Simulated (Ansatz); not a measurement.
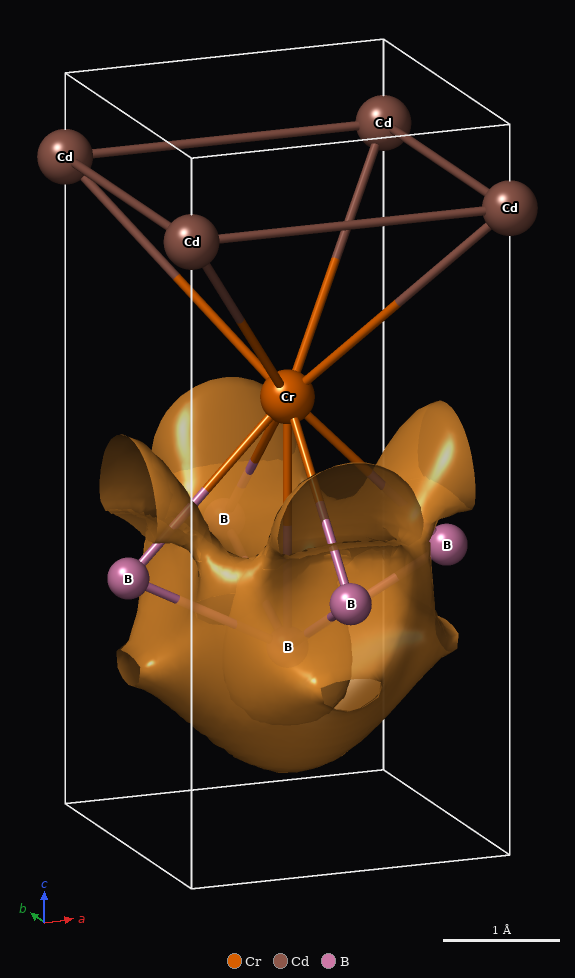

CrCdB₃. Isosurface of the ELF at 0.6 (orange), seen slightly off an axis. Core shells and regions of very low density are left out. Sticks mark near contacts.

Space group P4mm; started from the tetragonal perovskite_99 prototype, which need not be the ambient phase; computed without spin polarisation.

These are results of DFT PBE, scalar-relativistic, plane waves, PAW (Ansatz), not measurements.

In a PAW calculation such maps are meaningful between the atoms, not at the nuclei.

The calculation's input:

```
crystal:
  lattice:
    - [2.9735216282, 0.0, 0.0]
    - [0.0, 2.9735216282, 0.0]
    - [0.0, 0.0, 6.5238838359]
  atoms:
    - { symbol: Cr, position: [0.5, 0.5, 0.5925317219] }
    - { symbol: Cd, position: [0.0, 0.0, 0.8887715813] }
    - { symbol: B, position: [0.5, 0.5, 0.2478312362] }
    - { symbol: B, position: [0.0, 0.5, 0.3654327303] }
    - { symbol: B, position: [0.5, 0.0, 0.3654327303] }
basis:
  ecutwfc: 420
kpoints:
  mp_grid: { grid: [12, 12, 6] }
hamiltonian:
  xc: pbe
scf:
  occupations: { method: gaussian, width: 0.1 }
output:
  forces: true
  stress: true
  eigenvalues: true
  write_density: true
  write_potential: true
  elf: true
  volumetric_format: npy
relax:
  adjacent_minimum: "off"
  f_tol: 0.01
  max_steps: 80
  cell: { stress_tol: 0.05 }
```

Launched as:

```sh
ansatz run input.yaml --threads 1 --pin off --max-ram 2560MiB --backend cpu --events-out ev --progress --plain --runs-dir out
```

Below, planes, directions and counts refer to the conventional cell (a = 2.97 Å, b = 2.97 Å, c = 6.58 Å, α = 90.00°, β = 90.00°, γ = 90.00°).

The fields are those of the run's last geometry, not of the input's.

Q: Identify the bonds, lone pairs and shells in this picture.

A: The surface consists of sheets that run through the cell in two directions, counted in one cell of 5 atoms. Regions shared between cells count once. Along the contacts the grid gives the following. B–B (1.67 Å): the ELF peaks at about 0.80 between the atoms. Cr–B (2.10 Å): the ELF peaks at about 0.70 in the valence shell of B, 0.7 Å from its nucleus, and is about 0.30 at the midpoint.
